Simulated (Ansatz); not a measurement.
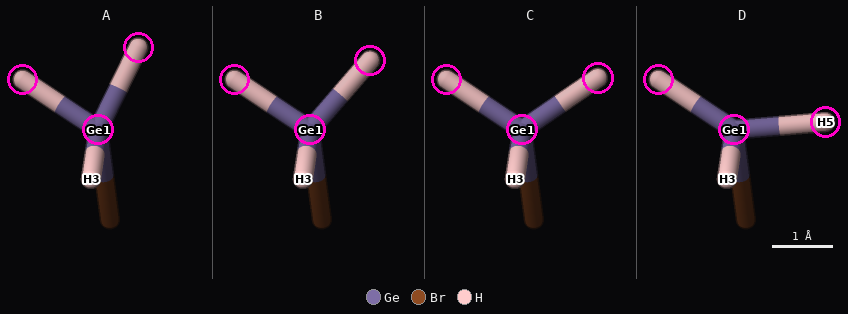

Energy scan for GeH3Br, in which one H–Ge–H angle is varied, with the rest of the molecule carried along rigidly. Style: stick. Shown onto the plane of the angle, with a slight tilt. The ringed atoms are those of the scanned coordinate.

Single-point energies from Ansatz with r2SCAN-D4 in the def2-TZVPP basis, on geometries moved rigidly from the minimum at PBE0-D4/def2-TZVP. Energies are counted from the PBE0-D4/def2-TZVP minimum geometry at the same level.

Q: Order these geometries by energy, lowest first.

A: Lowest first: C (the angle 111.7°, 0.0 kcal/mol), B (the angle 96.7°, 3.2 kcal/mol), D (the angle 141.7°, 12.6 kcal/mol), A (the angle 81.7°, 13.4 kcal/mol). Over the whole scan: of the computed points the lowest is at the angle 111.7°, 0.0 kcal/mol. The end points stand at 13.4 kcal/mol (81.7°) and 12.6 kcal/mol (141.7°). The curvature at the lowest point is about 4.1 eV/rad².
